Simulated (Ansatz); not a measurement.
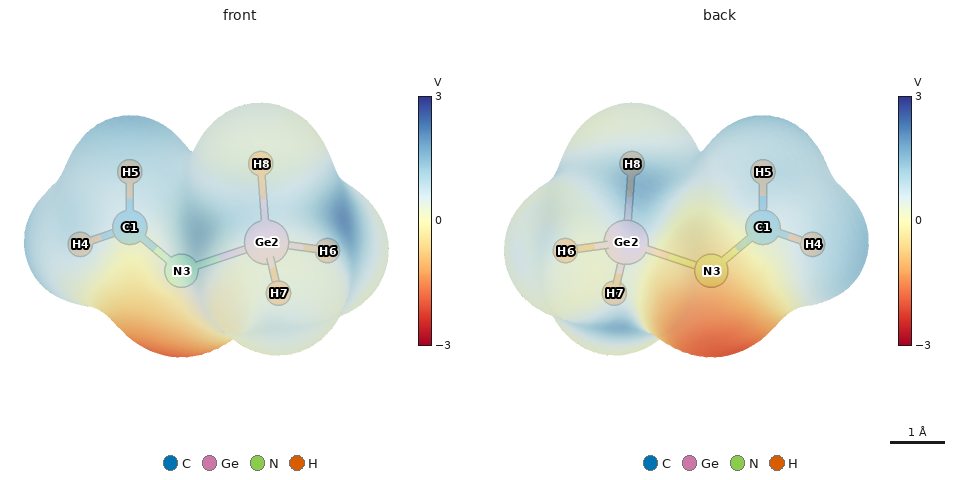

Figure. CH$_{5}$GeN (SMILES C=[N][GeH3]). The electrostatic potential painted on the density surface at 0.004 e/bohr³, seen from the front and from behind; the colour scale runs from red (negative) to blue (positive).

Geometry: B3LYP-D4/def2-TZVP.

These are results of isolated molecule in a Gaussian basis; Kohn-Sham density functional theory, functional PBE0 in Ansatz, not measurements.

```json
{"atom": "C", "x (Å)": "-0.7294", "y (Å)": "-0.9250", "z (Å)": "2.4769"}
{"atom": "Ge", "x (Å)": "0.1892", "y (Å)": "-1.5287", "z (Å)": "-0.0256"}
{"atom": "N", "x (Å)": "-1.0575", "y (Å)": "-0.9791", "z (Å)": "1.2619"}
{"atom": "H", "x (Å)": "-1.4635", "y (Å)": "-0.6031", "z (Å)": "3.2237"}
{"atom": "H", "x (Å)": "0.2643", "y (Å)": "-1.1806", "z (Å)": "2.8769"}
{"atom": "H", "x (Å)": "0.3432", "y (Å)": "-0.3775", "z (Å)": "-1.0303"}
{"atom": "H", "x (Å)": "-0.3918", "y (Å)": "-2.7684", "z (Å)": "-0.7211"}
{"atom": "H", "x (Å)": "1.5453", "y (Å)": "-1.8593", "z (Å)": "0.6429"}
```

**Describe the electrostatic potential map.**

The most negative region (about −1.9 V) lies over N3, the most positive (about +2.0 V) over Ge2. N3 is the likeliest acceptor of a hydrogen bond.
